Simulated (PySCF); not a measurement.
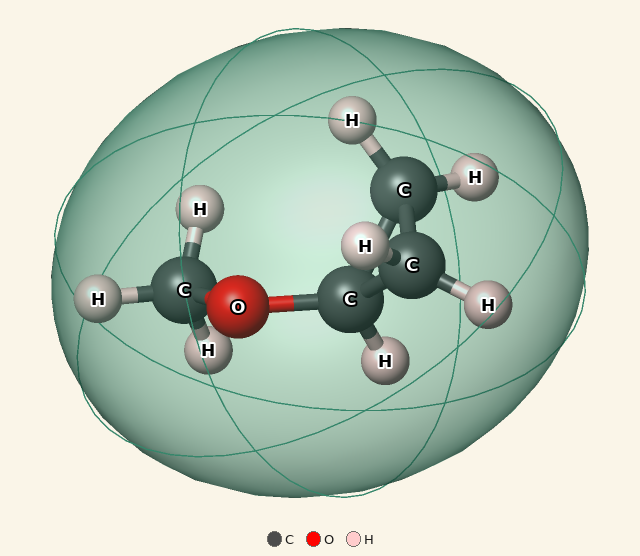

The ellipsoid shows the static dipole polarisability: its half-axes are proportional to the principal values. Computed geometry: GFN2-xTB optimisation. No frequency run is at hand to confirm it as a minimum. Level of theory: CAM-B3LYP/def2-SVPD (PySCF 2.14.0).

> How large and how anisotropic is the polarisability?

Principal values 46.6, 49.3, 59.9 bohr³; mean 51.9 bohr³ (7.70 Å³); anisotropy 12.2 bohr³, so the longest axis is 1.29 times the shortest.
